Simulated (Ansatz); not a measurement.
Input

```
crystal:
  periodic: [false, false, false]
  atoms:
    - {symbol: Si, position_ang: [0.593576, 0.147326, 0.708012]}
    - {symbol: F, position_ang: [-0.115089, -0.817629, -2.380101]}
    - {symbol: H, position_ang: [1.165264, -1.165625, 1.090512]}
    - {symbol: H, position_ang: [0.984949, 1.213848, 1.660525]}
    - {symbol: N, position_ang: [-1.113364, 0.062827, 0.655351]}
    - {symbol: H, position_ang: [0.446098, -0.260089, -1.891111]}
    - {symbol: H, position_ang: [1.250354, 0.506143, -0.605609]}
    - {symbol: H, position_ang: [-1.557705, -0.596091, 0.034524]}
    - {symbol: H, position_ang: [-1.654084, 0.909292, 0.727899]}
basis:
  gaussian: {orbitals: def2-TZVPP}
hamiltonian: {xc: pbe0, dispersion: d4}
output: {orbitals: {seedname: orbitals}}
```

Run with:

```sh
ansatz run in.yaml --threads 2 --pin off --events-out ev --progress --plain --max-ram 4352MiB
```

The product side of a reaction path; geometry: PBE0-D4/def2-TZVP.

All numbers below come from RKS PBE0-D4/def2-TZVPP (Ansatz 0.2.0).

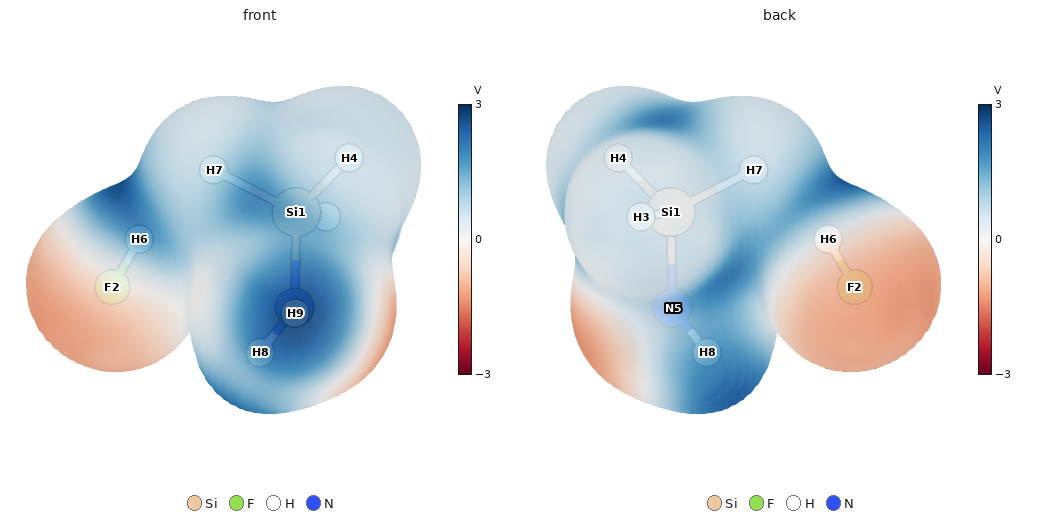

H$_{5}$NSi···HF. The electrostatic potential painted on the density surface at 0.004 e/bohr³, seen from the front and from behind; the colour scale runs from red (negative) to blue (positive).

> Describe the electrostatic potential map.

The most negative region (about −1.3 V) lies over F2 and N5, the most positive (about +2.7 V) over H6 and H9.
